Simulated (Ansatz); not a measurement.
CH5BFGe (SMILES FB[CH2][GeH2]) (doublet)

Input

```
crystal:
  periodic: [false, false, false]
  atoms:
    - {symbol: C, position_ang: [0.231676, 0.980221, -2.070838]}
    - {symbol: B, position_ang: [-0.261805, 0.156646, -0.851491]}
    - {symbol: F, position_ang: [-1.534165, -0.248569, -0.791550]}
    - {symbol: Ge, position_ang: [-0.042482, 2.892014, -1.530640]}
    - {symbol: H, position_ang: [0.434883, -0.115289, 0.084988]}
    - {symbol: H, position_ang: [-0.350224, 0.824285, -2.984006]}
    - {symbol: H, position_ang: [1.301211, 0.875951, -2.271272]}
    - {symbol: H, position_ang: [0.831396, 3.257668, -0.293450]}
    - {symbol: H, position_ang: [-1.537210, 3.169427, -1.190965]}
basis:
  gaussian: {orbitals: def2-TZVPD}
magnetization: {spin_polarized: true, initial_magnetization: 1}
hamiltonian: {xc: pbe0}
output: {forces: true, orbitals: {seedname: orbitals}}
```

Command:

```sh
ansatz run input.yaml --threads 2 --pin off --max-ram 4350MiB --events-out events.jsonl --progress --plain --runs-dir runs
```

Geometry: B3LYP/6-31G*.

Computed with isolated molecule in a Gaussian basis; Kohn-Sham density functional theory, functional PBE0 (Ansatz 0.2.0).

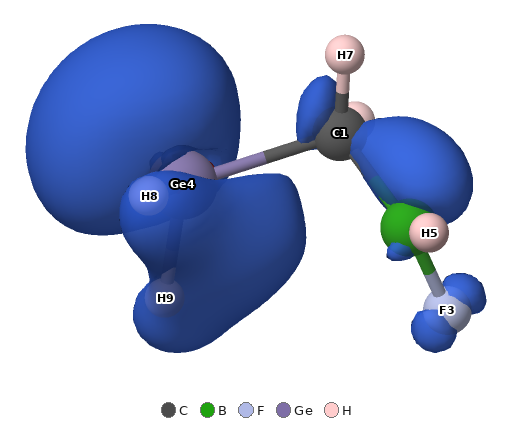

Figure 1. Isosurfaces of the spin density (α minus β) at +0.015 (blue) and −0.015 e/Å³ (red), seen at a tilt.

### Describe the spin distribution.

The unpaired spin (1 electron) lies mostly on Ge4 (about 0.8), in electrons by Hirshfeld's partition.

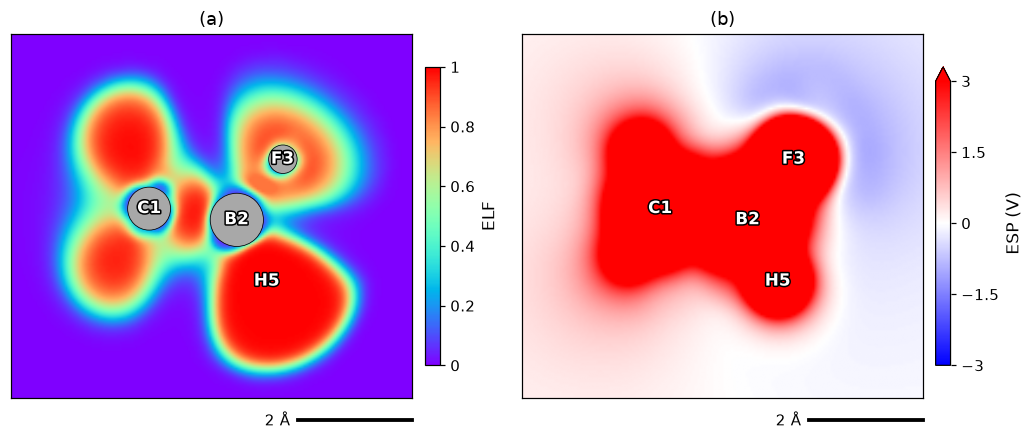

Figure 2. (a) ELF; (b) electrostatic potential on the plane of atoms C1, B2 and H5. Grey discs cover the atomic cores in the ELF map.

### What does the map show?

The plane passes through C, B, F and H nuclei. B–F (1.34 Å): the ELF peaks at about 0.85 between the atoms (a polar covalent bond). C–B (1.55 Å): the ELF peaks at about 0.95 between the atoms: a covalent bond. B–H (1.20 Å): the ELF climbs to about 1 towards the hydrogen, as it does in any bond to H; an ordinary covalent bond to hydrogen. The ELF also peaks beside F3, away from the bonds: non-bonding electrons, paired or unpaired. Outside the dense part of the molecule the potential is most negative (−1.0 V) near F3.

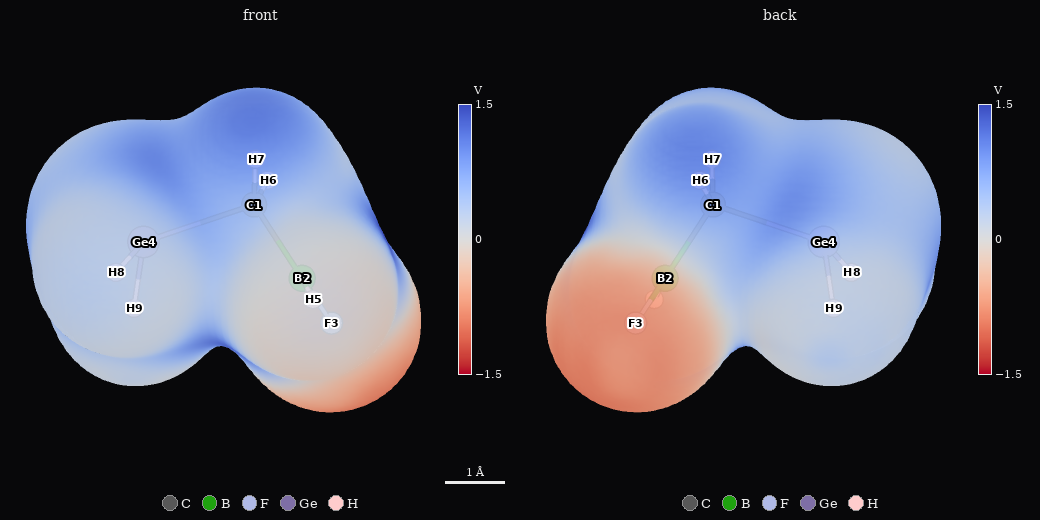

Figure 3. The electrostatic potential painted on the density surface at 0.002 e/bohr³, seen from the front and from behind; the colour scale runs from red (negative) to blue (positive).

### Which sites attract a positive test charge, and which a negative one?

A positive charge is drawn to the negative regions and a negative charge to the positive ones. The most negative region (about −0.9 V) lies over F3, the most positive (about +1.3 V) over B2.

### What dipole moment does the calculation give?

Its dipole moment is 1.65 D.
